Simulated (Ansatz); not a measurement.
# BrCl₂H₃Si (built from SMILES Br.Cl[SiH2]Cl): search for a transition state

Is there a first-order saddle for this four-centre ligand exchange, which should form Si1–Br7, H2–H6 and break Si1–H2, H6–Br7, and which two structures does it connect?

The runs use Ansatz 0.2.0, Gaussian basis; PBE0-D4, def2-SVP first, then def2-TZVP.

152 further runs of the same task are left out: 152 set aside as unsound or not needed.

### 1 Starting geometry

The guess: 7 atoms, charge 0, spin multiplicity 1.

Atoms are counted from 1 here; the program's logs count them from 0.

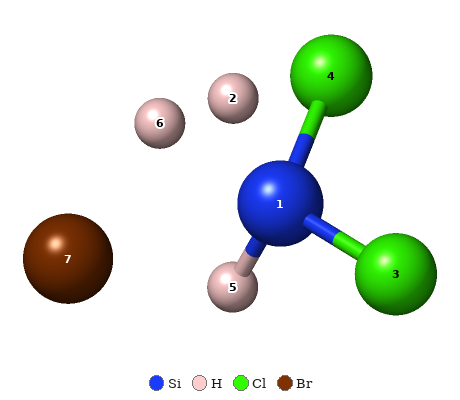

As it starts; silicon blue, hydrogen pink, chlorine green, bromine brown; atoms are numbered from 1 in the order of the file.

Geometry (Å):

```
Si   -0.1014   -0.6906    0.0267
H    -0.6958    1.0716    0.4331
Cl   -1.1898   -0.7905   -1.6402
Cl   -0.9279   -1.3913    1.7262
H     1.1310   -1.4366   -0.1221
H     0.0045    1.7587    0.1848
Br    1.7793    1.4787   -0.6084
```

Distances that are to change: Si1–Br7 2.94 Å, H2–H6 1.01 Å, Si1–H2 1.90 Å, H6–Br7 1.96 Å.

### 2 Relaxing the guess with the reacting distances held

hold/in.yaml reads:

```yaml
crystal:
  periodic: [false, false, false]
  atoms:
    - {symbol: Si, position_ang: [-0.101400, -0.690600, 0.026700]}
    - {symbol: H, position_ang: [-0.695800, 1.071600, 0.433100]}
    - {symbol: Cl, position_ang: [-1.189800, -0.790500, -1.640200]}
    - {symbol: Cl, position_ang: [-0.927900, -1.391300, 1.726200]}
    - {symbol: H, position_ang: [1.131000, -1.436600, -0.122100]}
    - {symbol: H, position_ang: [0.004500, 1.758700, 0.184800]}
    - {symbol: Br, position_ang: [1.779300, 1.478700, -0.608400]}
basis:
  gaussian: {orbitals: def2-SVP}
hamiltonian: {xc: pbe0, dispersion: d4}
relax: {f_tol: 0.04, max_steps: 150, escape_saddle: false, constraints: [{distance: [0, 6]}, {distance: [1, 5]}, {distance: [0, 1]}, {distance: [5, 6]}]}
```

On the command line:

```
$ ansatz run in.yaml --threads 4 --pin off --events-out ev --progress --plain --max-ram 9574MiB
```

The log of the run, cut to the lines that bear on the results:

```text
Functional definition: PBE0
  name "PBE0"
  cite "Adamo & Barone, J. Chem. Phys. 110, 6158 (1999) doi:10.1063/1.478522"
  cite "Perdew, Burke & Ernzerhof, Phys. Rev. Lett. 77, 3865 (1996) doi:10.1103/PhysRevLett.77.3865"
  parent pbe
[...]
1011 factors; integrals over basis functions are off by at most 4.3e-4 eV
[...]
mean field -102979.86418284 eV, -3784.4402064603 hartree, gradient 6.1e-5 eV, S^2 0.000000; 0 other end points of the search recorded, 0 dependent functions left out
[...]
reference -102979.86420603 eV, -3784.4402073127 hartree; 43, 43 occupied and 58, 58 virtual orbitals, 1011 factors
relax step   1: F+E_penalty+E_count = -102980.08275180 eV  Δ(F+E_penalty+E_count) = +0.000e0 eV  max|allowed force component| = 7.482e-1 eV/Å  Δτ_max = 0.0000 Å  (26 SCF iters, accepted)
[...]
relax step   3: F+E_penalty+E_count = -102980.42030331 eV  Δ(F+E_penalty+E_count) = -6.475e-2 eV  max|allowed force component| = 1.126e-1 eV/Å  Δτ_max = 0.2036 Å  (30 SCF iters, accepted)
[...]
relax step   4: F+E_penalty+E_count = -102980.42208210 eV  Δ(F+E_penalty+E_count) = -1.779e-3 eV  max|allowed force component| = 2.633e-2 eV/Å  Δτ_max = 0.0186 Å  (26 SCF iters, accepted)
  distance Si 0 - Br 6 held at 2.940450 Å   reaction = +7.4752e-1 eV/Å
  distance H 1 - H 5 held at 1.012017 Å   reaction = +1.2853e0 eV/Å
  distance Si 0 - H 1 held at 1.903634 Å   reaction = +7.4849e-1 eV/Å
  distance H 5 - Br 6 held at 1.964047 Å   reaction = +6.8120e-1 eV/Å
1011 factors; integrals over basis functions are off by at most 1.0e-3 eV
mean field -102980.21755376 eV, -3784.4531926023 hartree, gradient 7.9e-5 eV, S^2 0.000000; 1 other end points of the search recorded, 0 dependent functions left out
[...]
reference -102980.21757669 eV, -3784.4531934448 hartree; 43, 43 occupied and 58, 58 virtual orbitals, 1011 factors
Total energy: -102980.42210503 eV, -3784.4607097227 hartree
Atom 0 at    -0.072498    -0.588475     0.001717 Å, force     0.203133     1.192717     0.036597 eV/Å
Atom 1 at    -0.829711     1.073900     0.537401 Å, force     1.441904    -0.310729    -0.706637 eV/Å
Atom 2 at    -1.232893    -0.753642    -1.652767 Å, force     0.012952     0.006289     0.022354 eV/Å
Atom 3 at    -0.965510    -1.276582     1.713970 Å, force    -0.017814    -0.026333     0.003401 eV/Å
Atom 4 at     1.185373    -1.343697    -0.108145 Å, force    -0.022753     0.018076     0.009625 eV/Å
Atom 5 at     0.064529     1.348071     0.150950 Å, force    -0.509776    -0.278341     0.211459 eV/Å
Atom 6 at     1.850610     1.540424    -0.643025 Å, force    -1.107646    -0.601677     0.423201 eV/Å
Dipole moment:    -0.457837    -0.404196     0.203800 e Å
```

It took 8.5 s on 4 threads of Arm Neoverse V1, shared host.

Step by step:

```csv
step,energy from step 1 (eV),largest force component (eV/Å)
1,0.0000,0.7482
2,-0.2728,0.4672
3,-0.3376,0.1126
4,-0.3393,0.0263
```

Close pairs (by a distance rule), those that changed most:

```csv
bond,before (Å),after (Å),change (Å)
Si1–Cl4,2.016,2.050,+0.035
Si1–Cl3,1.993,2.028,+0.034
Si1–H5,1.448,1.471,+0.023
```

### 3 Force constants to start from

hessian/in.yaml reads:

```yaml
crystal:
  periodic: [false, false, false]
  atoms:
    - {symbol: Si, position_ang: [-0.072498, -0.588475, 0.001717]}
    - {symbol: H, position_ang: [-0.829711, 1.073900, 0.537401]}
    - {symbol: Cl, position_ang: [-1.232893, -0.753642, -1.652767]}
    - {symbol: Cl, position_ang: [-0.965510, -1.276582, 1.713970]}
    - {symbol: H, position_ang: [1.185373, -1.343697, -0.108145]}
    - {symbol: H, position_ang: [0.064529, 1.348071, 0.150950]}
    - {symbol: Br, position_ang: [1.850610, 1.540424, -0.643025]}
basis:
  gaussian: {orbitals: def2-SVP}
hamiltonian: {xc: pbe0, dispersion: d4}
phonons: {}
scf: {lower_state_search: off}
```

On the command line:

```
$ ansatz run in.yaml --threads 4 --pin off --events-out ev --progress --plain --max-ram 9574MiB
```

The log of the run, cut to the lines that bear on the results:

```text
[... 5 set-up lines as earlier in the session ...]
[...]
1016 factors; integrals over basis functions are off by at most 3.9e-4 eV
[...]
mean field -102980.21756353 eV, -3784.4531929612 hartree, gradient 3.0e-6 eV, S^2 0.000000; 0 other end points of the search recorded, 0 dependent functions left out
[...]
reference -102980.21758648 eV, -3784.4531938047 hartree; 43, 43 occupied and 58, 58 virtual orbitals, 1016 factors
[... from here to the last solve, the lines of the solves are left out (41 solves) ...]
1016 factors; integrals over basis functions are off by at most 3.9e-4 eV
mean field -102980.21647017 eV, -3784.4531527811 hartree, gradient 2.0e-6 eV, S^2 0.000000; 0 other end points of the search recorded, 0 dependent functions left out
[...]
WARN: phonons: modes at or below zero, which the zero-point energy, F, S and C_V leave out: 1, the lowest at -1178.45 cm⁻¹. A minimum has none, and a first-order saddle one
[...]
Total energy: -102980.42211475 eV, -3784.4607100801 hartree
Atom 0 at    -0.072498    -0.588475     0.001717 Å, force     0.203268     1.192712     0.036646 eV/Å
Atom 1 at    -0.829711     1.073900     0.537401 Å, force     1.441899    -0.310726    -0.706624 eV/Å
Atom 2 at    -1.232893    -0.753642    -1.652767 Å, force     0.012860     0.006259     0.022298 eV/Å
Atom 3 at    -0.965510    -1.276582     1.713970 Å, force    -0.017862    -0.026326     0.003386 eV/Å
Atom 4 at     1.185373    -1.343697    -0.108145 Å, force    -0.022753     0.018084     0.009626 eV/Å
Atom 5 at     0.064529     1.348071     0.150950 Å, force    -0.509765    -0.278340     0.211466 eV/Å
Atom 6 at     1.850610     1.540424    -0.643025 Å, force    -1.107647    -0.601663     0.423202 eV/Å
Dipole moment:    -0.457836    -0.404196     0.203799 e Å
Vibrations: -1178.45 75.66 106.45 191.59 268.16 510.28 563.26 631.48 674.37 784.81 822.21 1168.42 1354.49 1673.87 2338.90 cm⁻¹, zero-point energy 0.692078 eV
Checks for a lower state left out: stability, starts, cluster_reference, orbital_swaps, neighbouring_geometries, increment
```

It took 41 s on 4 threads of Arm Neoverse V1, shared host.

The structure is not stationary yet, so these wavenumbers are no spectrum; the search needs only the force constants.

### 4 Saddle search in the small basis

The search itself is an outer loop (partitioned rational-function steps, Bofill update of the Hessian). Each step is one single-point run with forces. It stops when the largest force is under 0.04 eV/Å and the followed curvature is negative. The first step's input:

presaddle/in.yaml reads:

```yaml
crystal:
  periodic: [false, false, false]
  atoms:
    - {symbol: Si, position_ang: [-0.072498, -0.588475, 0.001717]}
    - {symbol: H, position_ang: [-0.829711, 1.073900, 0.537401]}
    - {symbol: Cl, position_ang: [-1.232893, -0.753642, -1.652767]}
    - {symbol: Cl, position_ang: [-0.965510, -1.276582, 1.713970]}
    - {symbol: H, position_ang: [1.185373, -1.343697, -0.108145]}
    - {symbol: H, position_ang: [0.064529, 1.348071, 0.150950]}
    - {symbol: Br, position_ang: [1.850610, 1.540424, -0.643025]}
basis:
  gaussian: {orbitals: def2-SVP}
hamiltonian: {xc: pbe0, dispersion: d4}
output: {forces: true}
scf: {lower_state_search: off}
```

On the command line:

```
$ ansatz run in.yaml --threads 4 --pin off --events-out ev --progress --plain --max-ram 9574MiB
```

The driver's record:

```csv
step,energy (eV),largest force (eV/Å),followed curvature (eV/Å²)
1,-102980.42209,1.4419,-9.31
2,-102980.74007,0.6605,-9.12
3,-102980.75376,0.8305,-8.66
4,-102980.78881,0.1906,-9.03
5,-102980.79414,0.1226,-9.07
6,-102980.79888,0.1185,-9.05
7,-102980.80059,0.1336,-9.02
8,-102980.80108,0.0760,-8.88
9,-102980.80182,0.0267,-8.93
```

The 9 steps took 9.9 s in all (4 threads of Arm Neoverse V1, shared host).

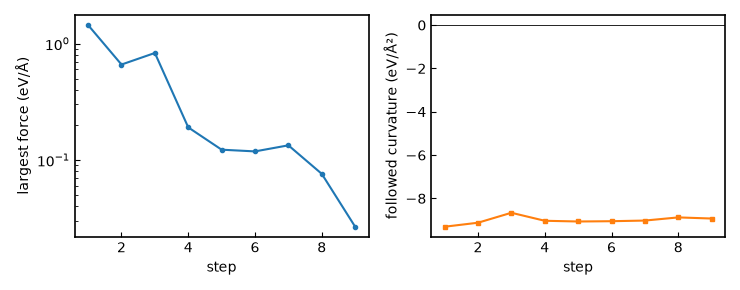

Largest force and followed curvature during the search.

### 5 Saddle search in triple zeta

A small driver takes partitioned rational-function steps: uphill along one mode, downhill along the rest. It calls the program once a step for energy and forces and updates the Hessian by Bofill's formula. It stops when the largest force is under 0.01 eV/Å and the followed curvature is negative. The first step's input:

saddle/in.yaml reads:

```yaml
crystal:
  periodic: [false, false, false]
  atoms:
    - {symbol: Si, position_ang: [-0.017336, -0.467647, -0.000265]}
    - {symbol: H, position_ang: [-0.541403, 0.952516, 0.754686]}
    - {symbol: Cl, position_ang: [-1.132723, -0.672454, -1.689976]}
    - {symbol: Cl, position_ang: [-1.170191, -1.328522, 1.516759]}
    - {symbol: H, position_ang: [1.233851, -1.226505, 0.150413]}
    - {symbol: H, position_ang: [0.118250, 1.329544, 0.234656]}
    - {symbol: Br, position_ang: [1.509451, 1.413068, -0.966174]}
basis:
  gaussian: {orbitals: def2-TZVP}
hamiltonian: {xc: pbe0, dispersion: d4}
output: {forces: true}
scf: {lower_state_search: off}
```

On the command line:

```
$ ansatz run in.yaml --threads 4 --pin off --events-out ev --progress --plain --max-ram 9574MiB
```

The driver's record:

```csv
step,energy (eV),largest force (eV/Å),followed curvature (eV/Å²)
1,-103000.96003,0.2949,-8.93
2,-103000.96793,0.0272,-8.87
3,-103000.96814,0.0255,-8.87
4,-103000.96816,0.0163,-8.87
5,-103000.96827,0.0030,-8.86
```

The 5 steps took 14 s in all (4 threads of Arm Neoverse V1, shared host).

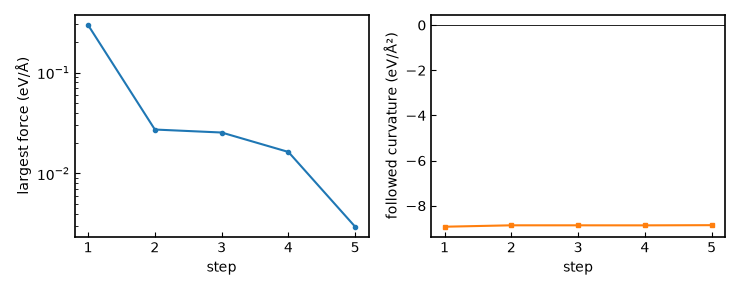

Largest force and followed curvature during the search.

Geometry at the end of the search:

```xyz
7
BrCl2H3Si
Si   -0.0299   -0.4705    0.0067
H    -0.5568    0.9483    0.7276
Cl   -1.1293   -0.6582   -1.6728
Cl   -1.1500   -1.3284    1.5254
H     1.2222   -1.2147    0.1397
H     0.1167    1.3096    0.2241
Br    1.5270    1.4137   -0.9505
```

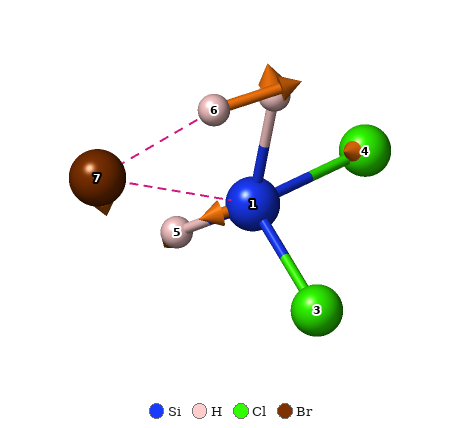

The point found; broken lines mark the pairs that react, arrows the followed mode.

(Part 1 of 2 ends here.)
